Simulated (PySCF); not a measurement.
SMILES [SiH2](S)c1ccco1 at its GFN2-xTB optimised geometry (Å):

```
13

S      1.1653     2.2169     0.0031
Si    -0.7827     1.3037     0.0021
C     -0.4244    -0.5213     0.0006
C      0.7327    -1.2555     0.0007
C      0.3497    -2.6135     0.0000
C     -1.0124    -2.6135     0.0000
O     -1.4893    -1.3625     0.0000
H      0.7363     3.4685    -0.0028
H     -1.4845     1.7346     1.2090
H     -1.4849     1.7369    -1.2035
H      1.7280    -0.8599     0.0008
H      0.9940    -3.4685    -0.0003
H     -1.7280    -3.4122    -0.0004
```

Calculation: PySCF 2.14.0 with B3LYP/def2-TZVP. Cells within 0.4 Å of a nucleus heavier than hydrogen are left out (blank, or x).

Map of the log10 of the electron density (e/bohr³), floored at −4 on the plane z = 0.0 Å:

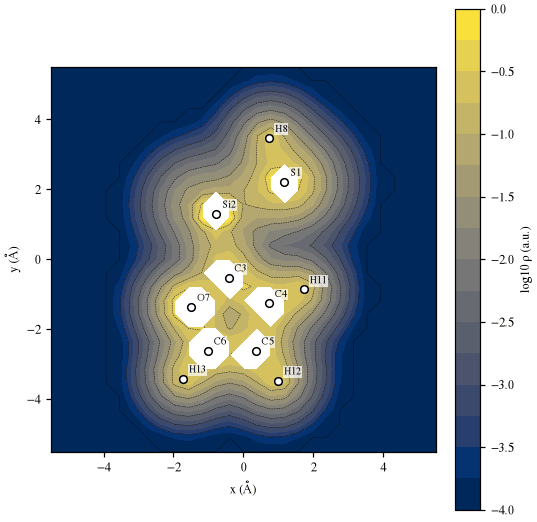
Figure: Log10 of the electron density (e/bohr³), floored at −4 on the plane z = 0.0 Å.
